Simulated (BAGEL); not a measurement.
# C3H7N (cyclopropylamine) at B3LYP/6-31G(d) (density fitting with cc-pvqz-jkfit, spherical functions)

Aim: the energy change on altering one bond length of C3H7N (cyclopropylamine) at B3LYP/6-31G* (density fitting with cc-pvqz-jkfit, spherical functions), from 2 runs. 

The calculation is run with BAGEL 1.2.2.

3 further runs of the same task are left out: 1 that didn't finish, 2 set aside as unsound or not needed.

### 1 Starting point

C3H7N: 11 atoms, total charge 0, spin state singlet. As SMILES, `NC1CC1`. The coordinates come from a PBE0-D4/def2-TZVP relaxation. This is one conformer, not always the lowest.

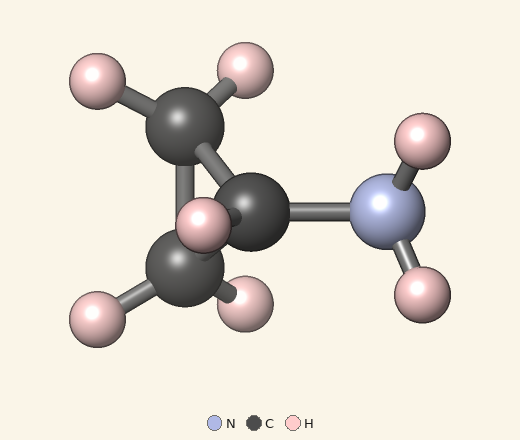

The structure, seen from a chosen angle (nitrogen light blue, carbon dark grey, hydrogen pink).

### 2 A single-point energy at B3LYP/6-31G(d) (density fitting with cc-pvqz-jkfit, spherical functions)

Input file input.json:

```json
{ "bagel" : [

{
  "title" : "molecule",
  "basis" : "6-31gs.json",
  "df_basis" : "cc-pvqz-jkfit",
  "angstrom" : "true",
  "geometry" : [
    { "atom" : "N", "xyz" : [   -1.141310,    0.922600,   -0.439310 ] },
    { "atom" : "C", "xyz" : [    0.163770,    0.489760,   -0.037670 ] },
    { "atom" : "C", "xyz" : [    0.230400,   -0.635790,    0.944540 ] },
    { "atom" : "C", "xyz" : [    0.595180,   -0.868230,   -0.491310 ] },
    { "atom" : "H", "xyz" : [   -1.116440,    1.351080,   -1.356220 ] },
    { "atom" : "H", "xyz" : [   -1.514170,    1.604590,    0.209390 ] },
    { "atom" : "H", "xyz" : [    0.954840,    1.235920,    0.042510 ] },
    { "atom" : "H", "xyz" : [    1.020850,   -0.627310,    1.684370 ] },
    { "atom" : "H", "xyz" : [   -0.717670,   -1.033510,    1.283450 ] },
    { "atom" : "H", "xyz" : [    1.637360,   -1.020160,   -0.742340 ] },
    { "atom" : "H", "xyz" : [   -0.112810,   -1.418930,   -1.097410 ] }
  ]
},
{
  "title" : "ks",
  "xc_func" : "b3lyp"
},
{
  "title" : "print",
  "file" : "orbitals.molden",
  "orbitals" : "true"
}

]}
```

The basis set 6-31G* is read from a file made from the Basis Set Exchange's data (not shown).

Run with:

```console
BAGEL_NUM_THREADS=1 BAGEL input.json > input.out
```

The program printed:

```text
* using 1 threads per process

  ===============================================================
  ===============================================================

  *** Geometry ***

  { "atom" : "N", "xyz" : [     -2.156763,      1.743461,     -0.830176 ] },
  { "atom" : "C", "xyz" : [      0.309480,      0.925512,     -0.071186 ] },
  { "atom" : "C", "xyz" : [      0.435393,     -1.201469,      1.784922 ] },
  { "atom" : "C", "xyz" : [      1.124727,     -1.640717,     -0.928441 ] },
  { "atom" : "H", "xyz" : [     -2.109766,      2.553171,     -2.562884 ] },
  { "atom" : "H", "xyz" : [     -2.861367,      3.032236,      0.395690 ] },
  { "atom" : "H", "xyz" : [      1.804386,      2.335550,      0.080332 ] },
  { "atom" : "H", "xyz" : [      1.929127,     -1.185444,      3.182998 ] },
  { "atom" : "H", "xyz" : [     -1.356200,     -1.953051,      2.425369 ] },
  { "atom" : "H", "xyz" : [      3.094162,     -1.927823,     -1.402819 ] },
  { "atom" : "H", "xyz" : [     -0.213180,     -2.681389,     -2.073804 ] },

  Number of auxiliary basis functions:      781

  Since a DF basis is specified, we compute 2- and 3-index integrals:
    o Being stored without compression. Storage requirement is 0.031 GB

  Number of basis functions:       70
  Number of electrons      :       32

    * METHOD: MOLECULE                             0.69

  *** Kohn-Sham DFT ***

    * Removing 22132 points whose weight is below 1.00e-10
    * Grid points: 141834

  === Nuclear Repulsion ===
   125.7566856042

       - DIIS with orbital gradients will be used.

  === KS iteration (b3lyp / 6-31gs.json) ===
      0       -143.28350177          0.17556196           0.38
      1       -133.44245730          0.13616967           0.38
      2       -119.44146743          0.21074855           0.38
      3       -157.96901799          0.18413891           0.38
      4       -162.12508054          0.13097046           0.37
      5       -170.56781051          0.09217512           0.37
      6       -158.58020473          0.15953661           0.38
      7       -159.17728122          0.14087480           0.38
      8       -170.62733871          0.07628107           0.38
      9       -173.15037387          0.01479884           0.37
     10       -173.22507871          0.00596506           0.38
     11       -173.23261986          0.00340473           0.38
     12       -173.23632032          0.00104740           0.37
     13       -173.23668290          0.00027078           0.37
     14       -173.23670609          0.00003473           0.36
     15       -173.23670647          0.00000513           0.37
     16       -173.23670648          0.00000147           0.37
     17       -173.23670648          0.00000044           0.37
     18       -173.23670648          0.00000015           0.36
     19       -173.23670648          0.00000005           0.36
     20       -173.23670648          0.00000002           0.37
     21       -173.23670648          0.00000000           0.38
    * SCF iteration converged.

    * Permanent dipole moment:
           (   -0.186363,    -0.485141,     0.031214) a.u.

    * METHOD: KS                                   9.04

    * METHOD: PRINT                                0.01

  ===============================================================
```

Wall time 9.9 s (1 thread of Arm Neoverse V1, shared host); peak memory 0.46 GiB.

### 3 The distorted shape at the same level

Input file dft.json:

```json
{ "bagel" : [

{
  "title" : "molecule",
  "basis" : "6-31gs.json",
  "df_basis" : "cc-pvqz-jkfit",
  "angstrom" : "true",
  "geometry" : [
    { "atom" : "N", "xyz" : [   -1.259998,    0.810650,   -0.451340 ] },
    { "atom" : "C", "xyz" : [    0.045082,    0.377810,   -0.049700 ] },
    { "atom" : "C", "xyz" : [    0.111712,   -0.747740,    0.932510 ] },
    { "atom" : "C", "xyz" : [    0.476492,   -0.980180,   -0.503340 ] },
    { "atom" : "H", "xyz" : [   -1.235128,    1.239130,   -1.368250 ] },
    { "atom" : "H", "xyz" : [   -1.632858,    1.492640,    0.197360 ] },
    { "atom" : "H", "xyz" : [    0.954840,    1.235920,    0.042510 ] },
    { "atom" : "H", "xyz" : [    0.902162,   -0.739260,    1.672340 ] },
    { "atom" : "H", "xyz" : [   -0.836358,   -1.145460,    1.271420 ] },
    { "atom" : "H", "xyz" : [    1.518672,   -1.132110,   -0.754370 ] },
    { "atom" : "H", "xyz" : [   -0.231498,   -1.530880,   -1.109440 ] }
  ]
},
{ "title" : "ks", "xc_func" : "b3lyp" },
{ "title" : "print", "file" : "orbitals.molden", "orbitals" : "true" }

]}
```

The basis set 6-31G* is read from a file made from the Basis Set Exchange's data (not shown).

Run with:

```console
BAGEL_NUM_THREADS=1 BAGEL dft.json > dft.out
```

The program printed:

```text
* using 1 threads per process

  ===============================================================
  ===============================================================

  *** Geometry ***

  { "atom" : "N", "xyz" : [     -2.381051,      1.531906,     -0.852909 ] },
  { "atom" : "C", "xyz" : [      0.085193,      0.713957,     -0.093919 ] },
  { "atom" : "C", "xyz" : [      0.211105,     -1.413024,      1.762189 ] },
  { "atom" : "C", "xyz" : [      0.900439,     -1.852272,     -0.951175 ] },
  { "atom" : "H", "xyz" : [     -2.334054,      2.341616,     -2.585618 ] },
  { "atom" : "H", "xyz" : [     -3.085654,      2.820681,      0.372956 ] },
  { "atom" : "H", "xyz" : [      1.804386,      2.335550,      0.080332 ] },
  { "atom" : "H", "xyz" : [      1.704839,     -1.396999,      3.160265 ] },
  { "atom" : "H", "xyz" : [     -1.580488,     -2.164606,      2.402636 ] },
  { "atom" : "H", "xyz" : [      2.869874,     -2.139378,     -1.425553 ] },
  { "atom" : "H", "xyz" : [     -0.437468,     -2.892944,     -2.096538 ] },

  Number of auxiliary basis functions:      781

  Since a DF basis is specified, we compute 2- and 3-index integrals:
    o Being stored without compression. Storage requirement is 0.031 GB

  Number of basis functions:       70
  Number of electrons      :       32

    * METHOD: MOLECULE                             0.70

  *** Kohn-Sham DFT ***

    * Removing 21929 points whose weight is below 1.00e-10
    * Grid points: 142037

  === Nuclear Repulsion ===
   125.0694178873

       - DIIS with orbital gradients will be used.

  === KS iteration (b3lyp / 6-31gs.json) ===
      0       -143.04625677          0.17460255           0.40
      1       -137.75583177          0.13363838           0.39
      2       -118.70100682          0.21642870           0.39
      3       -158.77815033          0.18090460           0.39
      4       -163.04568122          0.12310595           0.39
      5       -170.92364169          0.08509405           0.39
      6       -161.70494101          0.15190785           0.39
      7       -168.45459485          0.09257679           0.39
      8       -172.85940232          0.03320191           0.39
      9       -173.19303782          0.00844902           0.38
     10       -173.22120095          0.00371108           0.39
     11       -173.22528857          0.00127490           0.39
     12       -173.22584416          0.00029342           0.40
     13       -173.22587106          0.00005750           0.39
     14       -173.22587200          0.00000985           0.38
     15       -173.22587204          0.00000138           0.39
     16       -173.22587204          0.00000112           0.39
     17       -173.22587204          0.00000025           0.38
     18       -173.22587204          0.00000009           0.37
     19       -173.22587204          0.00000001           0.37
     20       -173.22587204          0.00000001           0.37
    * SCF iteration converged.

    * Permanent dipole moment:
           (   -0.108414,    -0.422765,     0.040912) a.u.

    * METHOD: KS                                   9.00

    * METHOD: PRINT                                0.01

  ===============================================================
```

It took 9.9 s on 1 thread of Arm Neoverse V1, shared host; peak memory 0.46 GiB.

### 4 Summary of results

At B3LYP/6-31G* (density fitting with cc-pvqz-jkfit, spherical functions):

| quantity | value |
| --- | --- |
| first shape: total energy | -173.23671 Eh |
| first shape: dipole moment | 1.32 D |
| first shape: HOMO energy | -6.25 eV |
| first shape: LUMO energy | 2.53 eV |
| first shape: HOMO–LUMO gap | 8.78 eV |
| distorted shape: total energy | -173.22587 Eh |
| distorted shape: dipole moment | 1.11 D |
| distorted shape: HOMO energy | -6.28 eV |
| distorted shape: LUMO energy | 2.23 eV |
| distorted shape: HOMO–LUMO gap | 8.51 eV |
| energy change with the C2–H7 bond stretched from 1.090 to 1.254 Å | 0.295 eV |

With the C2–H7 bond stretched from 1.090 to 1.254 Å the energy rises by 0.29 eV (6.8 kcal/mol). The first shape isn't relaxed at this level, so the change isn't measured from a minimum.
